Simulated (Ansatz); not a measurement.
# What AgF (model cell, started as wurtzite) distorts into, part 2 of 3

Wanted: the energy along a soft mode of AgF (model cell, started as wurtzite) and the structure at the end.

Ansatz 0.2.0; DFT LDA, scalar-relativistic, plane waves, PAW.

So far, highest frequency on the path or at a solved wavevector (cm⁻¹): step 2 (response at finite wavevector) 282. Also lowest frequency on the path (cm⁻¹): step 2 -45.3.

The structure was built from a prototype and need not be the compound's stable phase.

### 5. Energy along the mode, all amplitudes (two of the runs are shown above)

An imaginary frequency means negative curvature, so the energy should fall and then rise again as anharmonic terms take over.

This step gave:

| Quantity | Value |
| --- | --- |
| depth at the lowest point sampled | 6.227 meV/atom |
| largest atomic shift at that point | 0.32 Å |

Table of energy from the parent by largest atomic shift:

| largest atomic shift (Å) | energy from the parent (meV/atom) |
| --- | --- |
| 0.000 | 0 |
| 0.040 | -0.273 |
| 0.080 | -1.06 |
| 0.140 | -2.94 |
| 0.220 | -5.72 |
| 0.320 | -6.23 |
| 0.450 | 7.47 |

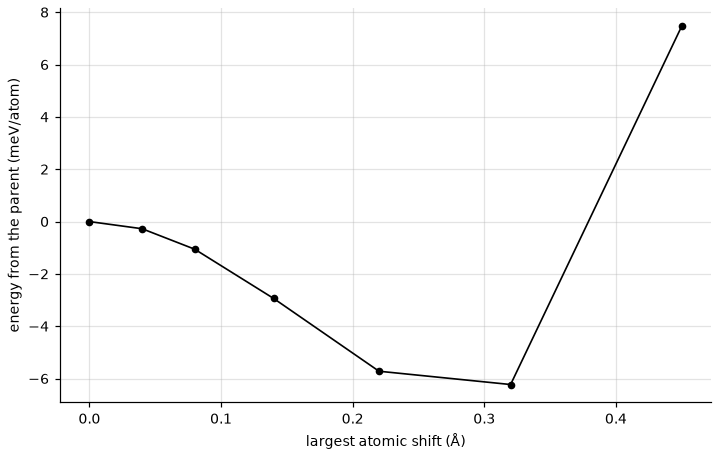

Energy from the parent, plotted against largest atomic shift.

Displacement at unit largest shift by atom:

| atom | x (Å) | y (Å) | z (Å) | size |
| --- | --- | --- | --- | --- |
| Ag1 | 0.00 | 0.00 | 0.86 | 0.86 |
| Ag2 | 0.00 | 0.00 | -0.86 | 0.86 |
| Ag3 | 0.00 | 0.00 | -0.86 | 0.86 |
| Ag4 | 0.00 | 0.00 | 0.86 | 0.86 |
| F5 | 0.00 | 0.00 | 1.00 | 1.00 |
| F6 | 0.00 | 0.00 | -1.00 | 1.00 |
| F7 | 0.00 | 0.00 | -1.00 | 1.00 |
| F8 | 0.00 | 0.00 | 1.00 | 1.00 |

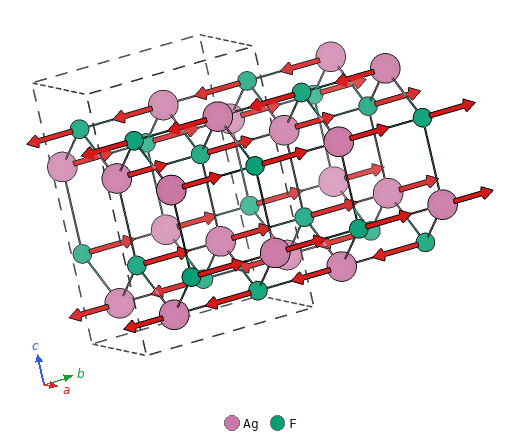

Displacement at unit largest shift as arrows, the longest 1 Å. 2×2×1 cells are drawn. Some periodic images of atoms are drawn too.

The lowest of the steps tried is at 0.32 Å, 6.23 meV/atom below the parent; the bottom of the well need not coincide with a step.

### 6. Relaxing from the distorted cell

Starting from the lowest point found, all atoms and the cell are let go, so that strain and other modes of the same symmetry can join in.

The input, input.yaml:

```yaml
crystal:
  lattice:
    - [-4.0138959602, -3.0438e-06, 0.0]
    - [0.0, 0.0, -4.7092382587]
    - [5.2719e-06, -6.9522717393, 0.0]
  atoms:
    - { symbol: Ag, position: [0.5, 0.0038887883, 0.1666666667] }
    - { symbol: Ag, position: [0.0, 0.1211112117, 0.6666666667] }
    - { symbol: Ag, position: [0.0, 0.6211112117, 0.3333333333] }
    - { symbol: Ag, position: [0.5, 0.5038887883, 0.8333333333] }
    - { symbol: F, position: [0.5, 0.4945484583, 0.1666666667] }
    - { symbol: F, position: [0.0, 0.6304515417, 0.6666666667] }
    - { symbol: F, position: [0.0, 0.1304515417, 0.3333333333] }
    - { symbol: F, position: [0.5, -0.0054515417, 0.8333333333] }
kpoints:
  mp_grid: { grid: [8, 8, 6] }
hamiltonian:
  xc: lda
scf:
  occupations: { method: methfessel_paxton, width: 0.15 }
output:
  forces: true
  stress: true
  eigenvalues: true
relax:
  adjacent_minimum: "off"
  f_tol: 0.002
  max_steps: 120
  cell: { stress_tol: 0.03 }
```

Started as:

```
$ ansatz run input.yaml --threads 4 --pin off --max-ram 7168MiB --backend cpu --events-out ev --progress --plain --runs-dir out
```

Numbers of over 12 decimals in the logs are rounded to 6 here.

Log:

```text
[...]
Crystal: 8 atoms, lattice volume = 131.415 Å³
Basis set: ecut = 420 eV, 2593 PW (Γ)
Bands: 63, of which v1, the nominal top of the filled ones, is band 52 counted from 1 (51 counted from 0)
Symmetry: 8 space group operations
[...]
k-points: 100 of 384
[...]
SCF iter   1: F=—  HF=-33002.242787 eV  |F-HF|=—  |Δ(HF+E_count)|=         —  Δρ=2.15e-2  dr2=4.59e-1  ethr=1.77e-3  ⟨swp⟩=5.2  Hψ=19838  notcnv=0  defer=96
[...]
SCF iter   7: F=-33002.120239 eV  HF=-33002.120239 eV  |F-HF|=1.27e-9  |Δ(HF+E_count)|=   5.51e-7  S|Δr|=    0.00e0  Δρ=5.02e-6  dr2=1.14e-8  ethr=9.62e-11  ⟨swp⟩=8.0  Hψ=29983  notcnv=0
SCF 1 converged in 7 iterations: F = -33002.120239 eV  dr2 = 1.14e-8
[...]
relax step   1: F+E_penalty+E_count = -33002.12023853 eV  Δ(F+E_penalty+E_count) = +0.000e0 eV  max|allowed force component| = 1.758e-1 eV/Å  Δτ_max = 0.0000 Å  P = -2.354 GPa  Ω = 131.415 Å³  (7 SCF iters, dr2 threshold 1.00e-7 eV, accepted)
Crystal: 8 atoms, lattice volume = 127.328 Å³
Basis set: ecut = 420 eV, 2517 PW (Γ)
[...]
SCF iter   7: F=-33002.206581 eV  HF=-33002.206581 eV  |F-HF|=2.38e-7  |Δ(HF+E_count)|=   1.63e-7  S|Δr|=    0.00e0  Δρ=2.04e-5  dr2=3.30e-7  ethr=7.69e-10  ⟨swp⟩=5.6  Hψ=24749  notcnv=0
SCF 2 converged in 7 iterations: F = -33002.206581 eV  dr2 = 3.30e-7
relax step   2: F+E_penalty+E_count = -33002.20658051 eV  Δ(F+E_penalty+E_count) = -8.634e-2 eV  max|allowed force component| = 1.004e-1 eV/Å  Δτ_max = 0.0455 Å  P = +0.005 GPa  Ω = 127.328 Å³  energy of the carried Pulay correction = +1.398e-2 eV  (7 SCF iters, dr2 threshold 8.00e-7 eV, accepted)
Crystal: 8 atoms, lattice volume = 126.024 Å³
Basis set: ecut = 420 eV, 2469 PW (Γ)
[...]
SCF iter   8: F=-33002.255350 eV  HF=-33002.255350 eV  |F-HF|=1.06e-8  |Δ(HF+E_count)|=   6.49e-7  S|Δr|=    0.00e0  Δρ=4.91e-6  dr2=1.52e-8  ethr=6.05e-10  ⟨swp⟩=7.4  Hψ=26088  notcnv=0
SCF 3 converged in 8 iterations: F = -33002.255350 eV  dr2 = 1.52e-8
relax step   3: F+E_penalty+E_count = -33002.25534979 eV  Δ(F+E_penalty+E_count) = -4.877e-2 eV  max|allowed force component| = 1.005e-1 eV/Å  Δτ_max = 0.1056 Å  P = +0.546 GPa  Ω = 126.024 Å³  energy of the carried Pulay correction = +1.854e-2 eV  (8 SCF iters, dr2 threshold 6.30e-7 eV, accepted)
[... from here on, the SCF cycles and remarks between the steps are left out ...]
relax step   4: F+E_penalty+E_count = -33002.26980432 eV  Δ(F+E_penalty+E_count) = -1.445e-2 eV  max|allowed force component| = 7.541e-2 eV/Å  Δτ_max = 0.0240 Å  P = +0.385 GPa  Ω = 125.938 Å³  energy of the carried Pulay correction = +1.884e-2 eV  (6 SCF iters, dr2 threshold 8.00e-7 eV, accepted)
relax step   5: F+E_penalty+E_count = -33002.28204234 eV  Δ(F+E_penalty+E_count) = -1.224e-2 eV  max|allowed force component| = 7.230e-2 eV/Å  Δτ_max = 0.0595 Å  P = -0.198 GPa  Ω = 126.296 Å³  energy of the carried Pulay correction = +1.758e-2 eV  (7 SCF iters, dr2 threshold 8.00e-7 eV, accepted)
relax step   6: F+E_penalty+E_count = -33002.32275905 eV  Δ(F+E_penalty+E_count) = -4.072e-2 eV  max|allowed force component| = 7.038e-2 eV/Å  Δτ_max = 0.0921 Å  P = -1.231 GPa  Ω = 125.400 Å³  energy of the carried Pulay correction = +2.073e-2 eV  (8 SCF iters, dr2 threshold 8.00e-7 eV, accepted)
relax step   7: F+E_penalty+E_count = -33002.43343294 eV  Δ(F+E_penalty+E_count) = -1.107e-1 eV  max|allowed force component| = 6.056e-2 eV/Å  Δτ_max = 0.0479 Å  P = -1.226 GPa  Ω = 121.992 Å³  energy of the carried Pulay correction = +3.292e-2 eV  (7 SCF iters, dr2 threshold 8.00e-7 eV, accepted)
relax step   8: F+E_penalty+E_count = -33002.56370171 eV  Δ(F+E_penalty+E_count) = -1.303e-1 eV  max|allowed force component| = 1.451e-1 eV/Å  Δτ_max = 0.0511 Å  P = -1.450 GPa  Ω = 118.272 Å³  energy of the carried Pulay correction = +4.660e-2 eV  (7 SCF iters, dr2 threshold 8.00e-7 eV, accepted)
relax step   9: F+E_penalty+E_count = -33002.70465568 eV  Δ(F+E_penalty+E_count) = -1.410e-1 eV  max|allowed force component| = 1.860e-1 eV/Å  Δτ_max = 0.1117 Å  P = -2.145 GPa  Ω = 114.824 Å³  energy of the carried Pulay correction = +5.966e-2 eV  (7 SCF iters, dr2 threshold 8.00e-7 eV, accepted)
relax step  10: F+E_penalty+E_count = -33002.79716902 eV  Δ(F+E_penalty+E_count) = -9.251e-2 eV  max|allowed force component| = 3.494e-1 eV/Å  Δτ_max = 0.1116 Å  P = +1.102 GPa  Ω = 109.871 Å³  energy of the carried Pulay correction = +7.906e-2 eV  (7 SCF iters, dr2 threshold 8.00e-7 eV, accepted)
relax step  11: F+E_penalty+E_count = -33002.66034623 eV  Δ(F+E_penalty+E_count) = +1.368e-1 eV  max|allowed force component| = 5.372e-1 eV/Å  Δτ_max = 0.1289 Å  P = +1.337 GPa  Ω = 112.848 Å³  energy of the carried Pulay correction = +6.730e-2 eV  (8 SCF iters, dr2 threshold 8.00e-7 eV, rejected (line search))
relax step  12: F+E_penalty+E_count = -33002.84771841 eV  Δ(F+E_penalty+E_count) = -5.055e-2 eV  max|allowed force component| = 3.804e-2 eV/Å  Δτ_max = 0.0394 Å  P = -0.385 GPa  Ω = 111.783 Å³  energy of the carried Pulay correction = +7.148e-2 eV  (10 SCF iters, accepted)
relax step  13: F+E_penalty+E_count = -33002.84936208 eV  Δ(F+E_penalty+E_count) = -1.644e-3 eV  max|allowed force component| = 3.382e-2 eV/Å  Δτ_max = 0.0244 Å  P = -0.110 GPa  Ω = 111.618 Å³  energy of the carried Pulay correction = +7.212e-2 eV  (6 SCF iters, dr2 threshold 8.00e-7 eV, accepted)
relax step  14: F+E_penalty+E_count = -33002.84531616 eV  Δ(F+E_penalty+E_count) = +4.046e-3 eV  max|allowed force component| = 4.713e-2 eV/Å  Δτ_max = 0.0123 Å  P = -0.080 GPa  Ω = 112.262 Å³  energy of the carried Pulay correction = +6.959e-2 eV  (6 SCF iters, dr2 threshold 8.00e-7 eV, rejected (line search))
relax step  15: F+E_penalty+E_count = -33002.85095066 eV  Δ(F+E_penalty+E_count) = -1.589e-3 eV  max|allowed force component| = 4.072e-3 eV/Å  Δτ_max = 0.0082 Å  P = -0.013 GPa  Ω = 111.656 Å³  energy of the carried Pulay correction = +7.198e-2 eV  (9 SCF iters, accepted)
relax step  16: F+E_penalty+E_count = -33002.85096951 eV  Δ(F+E_penalty+E_count) = -1.886e-5 eV  max|allowed force component| = 1.160e-3 eV/Å  Δτ_max = 0.0021 Å  P = -0.011 GPa  Ω = 111.655 Å³  energy of the carried Pulay correction = +7.198e-2 eV  (7 SCF iters, dr2 threshold 1.04e-9 eV, accepted)
[...]
relax step  29: F+E_penalty+E_count = -33002.89208076 eV  Δ(F+E_penalty+E_count) = +2.952e-1 eV  max|allowed force component| = 7.707e-1 eV/Å  Δτ_max = 0.1984 Å  P = -4.232 GPa  Ω = 109.747 Å³  energy of the carried Pulay correction = +5.270e-3 eV  (7 SCF iters, dr2 threshold 8.00e-7 eV, rejected (line search))
relax step  30: F+E_penalty+E_count = -33003.23959171 eV  Δ(F+E_penalty+E_count) = -5.227e-2 eV  max|allowed force component| = 6.035e-2 eV/Å  Δτ_max = 0.0609 Å  P = +0.314 GPa  Ω = 104.546 Å³  energy of the carried Pulay correction = +2.662e-2 eV  (10 SCF iters, accepted)
relax step  31: F+E_penalty+E_count = -33003.24443811 eV  Δ(F+E_penalty+E_count) = -4.846e-3 eV  max|allowed force component| = 1.574e-2 eV/Å  Δτ_max = 0.0333 Å  P = +0.172 GPa  Ω = 104.788 Å³  energy of the carried Pulay correction = +2.605e-2 eV  (6 SCF iters, dr2 threshold 8.00e-7 eV, accepted)
relax step  32: F+E_penalty+E_count = -33003.24418202 eV  Δ(F+E_penalty+E_count) = +2.561e-4 eV  max|allowed force component| = 1.498e-2 eV/Å  Δτ_max = 0.0166 Å  P = -0.064 GPa  Ω = 105.107 Å³  energy of the carried Pulay correction = +2.487e-2 eV  (6 SCF iters, dr2 threshold 1.08e-7 eV, accepted)
relax step  33: F+E_penalty+E_count = -33003.24508271 eV  Δ(F+E_penalty+E_count) = -9.007e-4 eV  max|allowed force component| = 6.482e-3 eV/Å  Δτ_max = 0.0150 Å  P = +0.201 GPa  Ω = 105.008 Å³  energy of the carried Pulay correction = +2.535e-2 eV  (6 SCF iters, dr2 threshold 4.58e-8 eV, accepted)
relax step  34: F+E_penalty+E_count = -33003.24428942 eV  Δ(F+E_penalty+E_count) = +7.933e-4 eV  max|allowed force component| = 4.233e-3 eV/Å  Δτ_max = 0.0114 Å  P = -0.022 GPa  Ω = 105.286 Å³  energy of the carried Pulay correction = +2.430e-2 eV  (6 SCF iters, dr2 threshold 1.59e-7 eV, accepted)
relax step  35: F+E_penalty+E_count = -33003.24435555 eV  Δ(F+E_penalty+E_count) = -6.613e-5 eV  max|allowed force component| = 8.140e-4 eV/Å  Δτ_max = 0.0025 Å  P = -0.001 GPa  Ω = 105.277 Å³  energy of the carried Pulay correction = +2.436e-2 eV  (6 SCF iters, dr2 threshold 5.48e-9 eV, accepted)
relax step  36: F+E_penalty+E_count = -33003.23088002 eV  Δ(F+E_penalty+E_count) = +1.348e-2 eV  max|allowed force component| = 1.088e-3 eV/Å  Δτ_max = 0.0000 Å  P = -0.253 GPa  Ω = 105.277 Å³  stress off target by 4.38e-1 GPa  SCF on the basis re-selected at this cell (its energy is not comparable with the rows above)  (8 SCF iters)
relax step  37: F+E_penalty+E_count = -33003.23462083 eV  Δ(F+E_penalty+E_count) = -3.741e-3 eV  max|allowed force component| = 6.839e-3 eV/Å  Δτ_max = 0.0468 Å  P = +0.035 GPa  Ω = 104.696 Å³  energy of the carried Pulay correction = +2.162e-3 eV  (6 SCF iters, dr2 threshold 4.80e-7 eV, accepted)
relax step  38: F+E_penalty+E_count = -33003.23439207 eV  Δ(F+E_penalty+E_count) = +2.288e-4 eV  max|allowed force component| = 1.808e-3 eV/Å  Δτ_max = 0.0091 Å  P = +0.009 GPa  Ω = 104.794 Å³  energy of the carried Pulay correction = +1.812e-3 eV  (6 SCF iters, dr2 threshold 1.65e-8 eV, accepted)
relax step  39: F+E_penalty+E_count = -33003.23339346 eV  Δ(F+E_penalty+E_count) = +9.986e-4 eV  max|allowed force component| = 1.691e-3 eV/Å  Δτ_max = 0.0000 Å  P = -0.002 GPa  Ω = 104.794 Å³  stress off target by 9.92e-2 GPa  SCF on the basis re-selected at this cell (its energy is not comparable with the rows above)  (6 SCF iters)
relax step  40: F+E_penalty+E_count = -33003.23413975 eV  Δ(F+E_penalty+E_count) = -7.463e-4 eV  max|allowed force component| = 2.216e-3 eV/Å  Δτ_max = 0.0149 Å  P = +0.020 GPa  Ω = 104.664 Å³  energy of the carried Pulay correction = +4.756e-4 eV  (7 SCF iters, dr2 threshold 2.46e-8 eV, accepted)
relax step  41: F+E_penalty+E_count = -33003.23410061 eV  Δ(F+E_penalty+E_count) = +3.915e-5 eV  max|allowed force component| = 1.134e-3 eV/Å  Δτ_max = 0.0009 Å  P = +0.014 GPa  Ω = 104.677 Å³  energy of the carried Pulay correction = +4.252e-4 eV  (5 SCF iters, dr2 threshold 4.98e-9 eV, accepted)
relax step  42: F+E_penalty+E_count = -33003.23356714 eV  Δ(F+E_penalty+E_count) = +5.335e-4 eV  max|allowed force component| = 1.106e-3 eV/Å  Δτ_max = 0.0000 Å  P = +0.012 GPa  Ω = 104.677 Å³  stress off target by 5.66e-2 GPa  SCF on the basis re-selected at this cell (its energy is not comparable with the rows above)  (6 SCF iters)
relax step  43: F+E_penalty+E_count = -33003.23366132 eV  Δ(F+E_penalty+E_count) = -9.418e-5 eV  max|allowed force component| = 3.483e-4 eV/Å  Δτ_max = 0.0036 Å  P = +0.001 GPa  Ω = 104.662 Å³  energy of the carried Pulay correction = +4.817e-5 eV  (6 SCF iters, dr2 threshold 8.00e-9 eV, accepted)
[...]
SCF iter   5: F=-33003.233634 eV  HF=-33003.233634 eV  |F-HF|=7.28e-12  |Δ(HF+E_count)|=  2.18e-11  S|Δr|=    0.00e0  Δρ=8.53e-8  dr2=6.47e-12  ethr=1.00e-12  ⟨swp⟩=6.5  Hψ=28168  notcnv=0
SCF 44 converged in 5 iterations: F = -33003.233634 eV  dr2 = 6.47e-12
relax step  44: F+E_penalty+E_count = -33003.23363428 eV  Δ(F+E_penalty+E_count) = +2.704e-5 eV  max|allowed force component| = 3.501e-4 eV/Å  Δτ_max = 0.0000 Å  P = +0.001 GPa  Ω = 104.662 Å³  stress off target by 1.83e-2 GPa  SCF on the basis re-selected at this cell (its energy is not comparable with the rows above)  (5 SCF iters)
[...]
SCF converged after 5 iterations
[...]
Free energy (F): -33003.233634 eV
[...]
Internal energy: -33003.246552 eV  (E = F + TS)
E sigma→0 (E₀):  -33003.236864 eV
Entropy (-TS):   0.012918 eV (1.615 meV/atom)
Fermi energy:    10.842400 eV
Step filling:    the computed levels leave a gap of 0.0000 eV = 0.0 smearing widths at the electron count; against every level under it full and every level over it empty, smearing changes F+E_penalty+E_count by +4.109 meV and its σ→0 estimate by +0.879 meV
[...]
--- Forces (eV/Å), atoms counted from 1 ---
  atom   1  Ag    -0.00000000     0.00012659     0.00012535
  atom   2  Ag    -0.00000000     0.00012659    -0.00012535
  atom   3  Ag     0.00000000    -0.00012659    -0.00012535
  atom   4  Ag     0.00000000    -0.00012659     0.00012535
  atom   5  F     -0.00000000     0.00035008    -0.00011092
  atom   6  F     -0.00000000     0.00035008     0.00011092
  atom   7  F      0.00000000    -0.00035008     0.00011092
  atom   8  F      0.00000000    -0.00035008    -0.00011092
  max |Σ_I F_I| component: 5.64e-18 eV/Å
--- Stress (GPa, compression-positive) ---
        0.002447       0.000000       0.000000
        0.000000      -0.018326       0.000000
        0.000000       0.000000       0.018126
  P = ⅓ Tr σ = 0.0007 GPa (0.007 kbar)
--- Band table (eV; the first three rows and the last of 100) ---
  k-point 0: bands = [... 48 lower, 10.1340, 10.3949, 10.4023, 10.4077, 10.7740, 13.5022, 15.8018, 17.3825, ... 7 higher]
  k-point 1: bands = [... 48 lower, 10.1569, 10.3315, 10.3477, 10.4034, 10.9378, 13.3096, 15.8563, 17.3565, ... 7 higher]
  k-point 2: bands = [... 48 lower, 10.1952, 10.2003, 10.2155, 10.3600, 11.3967, 12.7629, 16.1912, 17.2154, ... 7 higher]
  k-point 99: bands = [... 48 lower, 10.4739, 10.4739, 10.4739, 10.4739, 16.4477, 16.4477, 16.4477, 16.4477, ... 7 higher]
--- Relaxed structure (39 steps of the walk, 35 accepted, 5 SCFs on fresh bases) ---
  F+E_penalty+E_count = -33003.23363428 eV   max|allowed force component| = 3.501e-4 eV/Å   (the final SCF, on the basis selected at the relaxed cell)
  cell:  # Å, volume = 104.6621 Å³
    - [-2.855732, -2.165522059379312e-6, 0]
    - [0, 0, -5.403579]
    - [5.143229513756915e-6, -6.782514, 0]
  atoms:
    - { symbol: Ag, position: [0.500000, 0.017416, 0.318644] }
    - { symbol: Ag, position: [0, 0.107584, 0.818644] }
    - { symbol: Ag, position: [0, 0.607584, 0.181356] }
    - { symbol: Ag, position: [0.500000, 0.517416, 0.681356] }
    - { symbol: F, position: [0.500000, 0.270897, 0.062739] }
    - { symbol: F, position: [0, 0.854103, 0.562739] }
    - { symbol: F, position: [0, 0.354103, 0.437261] }
    - { symbol: F, position: [0.500000, -0.229103, 0.937261] }
```

It took 17 min on 4 threads of Arm Neoverse N1, shared host; peak memory 0.87 GiB.

Relaxation path (22 of 44):

| step | energy less that of the first step (eV) | largest force component (eV/Å) | pressure (GPa) | volume (Å³) |
| --- | --- | --- | --- | --- |
| 1 | 0.0000 | 0.1758 | -2.35 | 131.41 |
| 3 | -0.1351 | 0.1005 | 0.55 | 126.02 |
| 5 | -0.1618 | 0.0723 | -0.20 | 126.30 |
| 7 | -0.3132 | 0.0606 | -1.23 | 121.99 |
| 9 | -0.5844 | 0.1860 | -2.14 | 114.82 |
| 11 | -0.5401 | 0.5372 | 1.34 | 112.85 |
| 13 | -0.7291 | 0.0338 | -0.11 | 111.62 |
| 15 | -0.7307 | 0.0041 | -0.01 | 111.66 |
| 17* | -0.8308 | 0.0028 | 1.13 | 111.66 |
| 19 | -0.8695 | 0.0432 | -0.51 | 112.03 |
| 21 | -0.8822 | 0.0319 | -0.16 | 111.02 |
| 24 | -0.9228 | 0.1993 | 2.23 | 103.29 |
| 26 | -0.9906 | 0.2384 | 1.25 | 102.78 |
| 28 | -1.0671 | 0.2571 | 1.03 | 104.08 |
| 30 | -1.1194 | 0.0603 | 0.31 | 104.55 |
| 32 | -1.1239 | 0.0150 | -0.06 | 105.11 |
| 34 | -1.1240 | 0.0042 | -0.02 | 105.29 |
| 36* | -1.1106 | 0.0011 | -0.25 | 105.28 |
| 38 | -1.1142 | 0.0018 | 0.01 | 104.79 |
| 40 | -1.1139 | 0.0022 | 0.02 | 104.66 |
| 42* | -1.1133 | 0.0011 | 0.01 | 104.68 |
| 44* | -1.1134 | 0.0003 | 0.00 | 104.66 |

Relaxation steps marked * repeat the geometry before them on a plane-wave basis chosen anew for their cell, so energy and pressure can jump there. Other such steps can lie between the rows shown. Relaxation steps 11, 14, 24, 29 were tried and not accepted.

The run keeps the 8 symmetry operations that it works with, so distortions that break them were not tested.

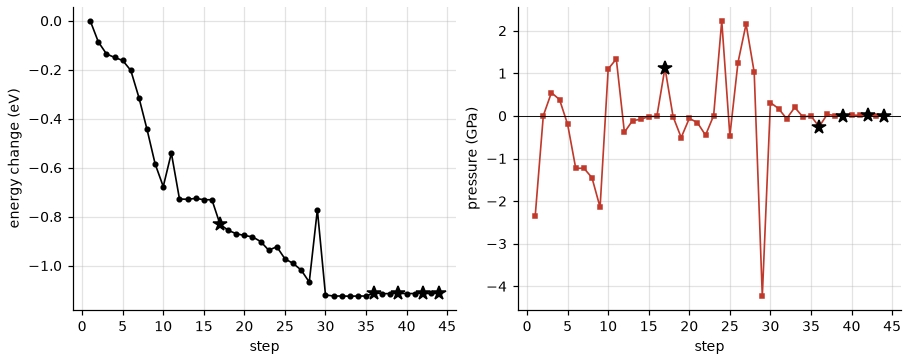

Energy and pressure along the relaxation. Stars mark steps on a basis chosen anew.

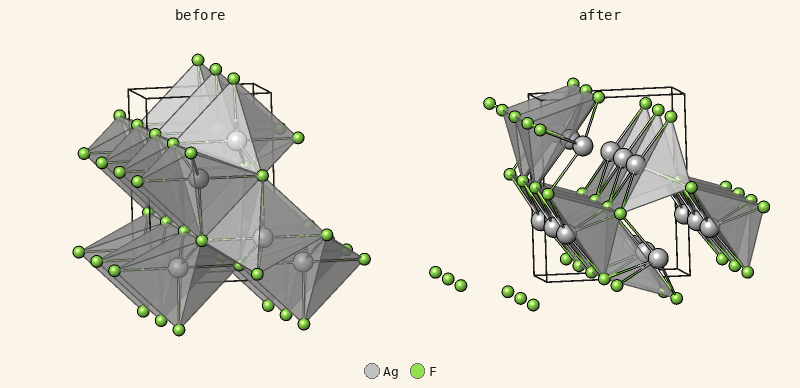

Before and after, at one scale. Bonds to atoms that aren't drawn are left out.

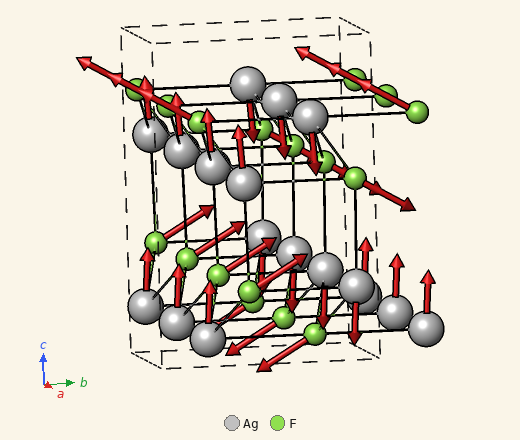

Displacements in the relaxation, scaled, measured against the changing cell; the longest in the cell stands for 1.40 Å. 3×1×1 cells are drawn. Some periodic images of atoms are drawn too.

| cell as run | before | after | change |
| --- | --- | --- | --- |
| a (Å) | 4.014 | 2.856 | -28.9 % |
| b (Å) | 4.709 | 5.404 | +14.7 % |
| c (Å) | 6.952 | 6.783 | -2.4 % |
| volume (Å³/atom) | 16.43 | 13.08 | -20.4 % |

The atoms that moved most (Å, as changes of fractional coordinates times the final cell):

| atom | dx | dy | dz | length |
| --- | --- | --- | --- | --- |
| F8 | 0.000 | -0.705 | 1.209 | 1.399 |
| F7 | 0.000 | -0.705 | -1.209 | 1.399 |
| F6 | 0.000 | 0.705 | -1.209 | 1.399 |
| F5 | 0.000 | 0.705 | 1.209 | 1.399 |
| Ag3 | 0.000 | 1.031 | 0.073 | 1.033 |
| Ag2 | 0.000 | -1.031 | 0.073 | 1.033 |
| Ag4 | 0.000 | 1.031 | -0.073 | 1.033 |
| Ag1 | 0.000 | -1.031 | -0.073 | 1.033 |

This step gave:

```yaml
pressure: 7.49e-4 GPa
volume_per_atom: 13.08 Å³
```

The distorted start has space group Pnma; the relaxation ends in Pnma.

(Continued in part 3 of 3.)

[Logs are printed without paths, hosts, clocks, repeated set-up lines and the standing remarks that a program may print on its own settings, such as how far it seeks lower states.]

[Hosts, paths, dates, database ids (printed as entryN), source tags and the programs' standing remarks are cut or masked in the printed files.]
